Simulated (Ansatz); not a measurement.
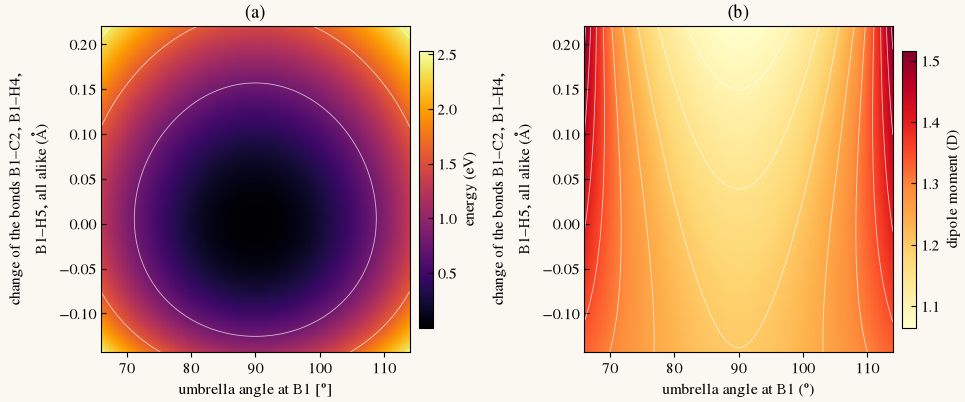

CH₃BF, SMILES B[CH]F, spin multiplicity 2. First axis: umbrella angle at B1 (between each of its bonds and their common axis; 90 is planar). Second axis: change of the bonds B1–C2, B1–H4, B1–H5, all alike. Nothing is relaxed (all other coordinates rigid). The grid has 15 × 15 points; 120 points were computed and 105 follow by symmetry. Points are written as (first, second). All energies are given in eV relative to the relaxed molecule at the same level. Method: UHF-MP2, frozen core/def2-TZVP (Ansatz 0.2.0).

Panel (a) is the energy; panel (b) is the computed dipole moment, in D.

The picture shows a smooth colour map with a few white contour lines. Between grid points the surface is interpolated.

Q: How does the dipole moment vary over the map, and what is it at the lowest grid point?

A: Leaving out the highest fifth of the energies, it runs from 1.06 D at (90.0°, 0.220 Å) to 1.45 D at (66.0°, 0.091 Å). At the lowest grid point, (90.0°, 0.013 Å), it is 1.16 D.

| second ↓, first → | 66.0 | 69.4 | 72.9 | 76.3 | 79.7 | 83.1 | 86.6 | 90.0 | 93.4 | 96.9 | 100.3 | 103.7 | 107.1 | 110.6 | 114.0 |
| --- | --- | --- | --- | --- | --- | --- | --- | --- | --- | --- | --- | --- | --- | --- | --- |
| 0.220 | 1.52 | 1.33 | 1.23 | 1.17 | 1.12 | 1.09 | 1.07 | 1.06 | 1.07 | 1.09 | 1.12 | 1.17 | 1.23 | 1.33 | 1.52 |
| 0.194 | 1.50 | 1.34 | 1.24 | 1.18 | 1.14 | 1.10 | 1.08 | 1.08 | 1.08 | 1.10 | 1.14 | 1.18 | 1.24 | 1.34 | 1.50 |
| 0.169 | 1.49 | 1.34 | 1.25 | 1.19 | 1.15 | 1.12 | 1.10 | 1.09 | 1.10 | 1.12 | 1.15 | 1.19 | 1.25 | 1.34 | 1.49 |
| 0.143 | 1.47 | 1.34 | 1.26 | 1.20 | 1.16 | 1.13 | 1.11 | 1.10 | 1.11 | 1.13 | 1.16 | 1.20 | 1.26 | 1.34 | 1.47 |
| 0.117 | 1.46 | 1.34 | 1.27 | 1.21 | 1.17 | 1.14 | 1.12 | 1.12 | 1.12 | 1.14 | 1.17 | 1.21 | 1.27 | 1.34 | 1.46 |
| 0.091 | 1.45 | 1.34 | 1.27 | 1.22 | 1.18 | 1.15 | 1.13 | 1.13 | 1.13 | 1.15 | 1.18 | 1.22 | 1.27 | 1.34 | 1.45 |
| 0.065 | 1.43 | 1.34 | 1.28 | 1.23 | 1.19 | 1.16 | 1.14 | 1.14 | 1.14 | 1.16 | 1.19 | 1.23 | 1.28 | 1.34 | 1.43 |
| 0.039 | 1.42 | 1.34 | 1.28 | 1.23 | 1.20 | 1.17 | 1.16 | 1.15 | 1.16 | 1.17 | 1.20 | 1.23 | 1.28 | 1.34 | 1.42 |
| 0.013 | 1.41 | 1.34 | 1.28 | 1.24 | 1.21 | 1.18 | 1.17 | 1.16 | 1.17 | 1.18 | 1.21 | 1.24 | 1.28 | 1.34 | 1.41 |
| −0.013 | 1.40 | 1.33 | 1.28 | 1.25 | 1.21 | 1.19 | 1.17 | 1.17 | 1.17 | 1.19 | 1.21 | 1.25 | 1.28 | 1.33 | 1.40 |
| −0.039 | 1.39 | 1.33 | 1.29 | 1.25 | 1.22 | 1.20 | 1.18 | 1.18 | 1.18 | 1.20 | 1.22 | 1.25 | 1.29 | 1.33 | 1.39 |
| −0.065 | 1.37 | 1.33 | 1.29 | 1.25 | 1.22 | 1.20 | 1.19 | 1.18 | 1.19 | 1.20 | 1.22 | 1.25 | 1.29 | 1.33 | 1.37 |
| −0.091 | 1.36 | 1.32 | 1.28 | 1.25 | 1.23 | 1.21 | 1.20 | 1.19 | 1.20 | 1.21 | 1.23 | 1.25 | 1.28 | 1.32 | 1.36 |
| −0.117 | 1.35 | 1.31 | 1.28 | 1.25 | 1.23 | 1.21 | 1.20 | 1.20 | 1.20 | 1.21 | 1.23 | 1.25 | 1.28 | 1.31 | 1.35 |
| −0.143 | 1.33 | 1.30 | 1.28 | 1.25 | 1.23 | 1.22 | 1.20 | 1.20 | 1.20 | 1.22 | 1.23 | 1.25 | 1.28 | 1.30 | 1.33 |
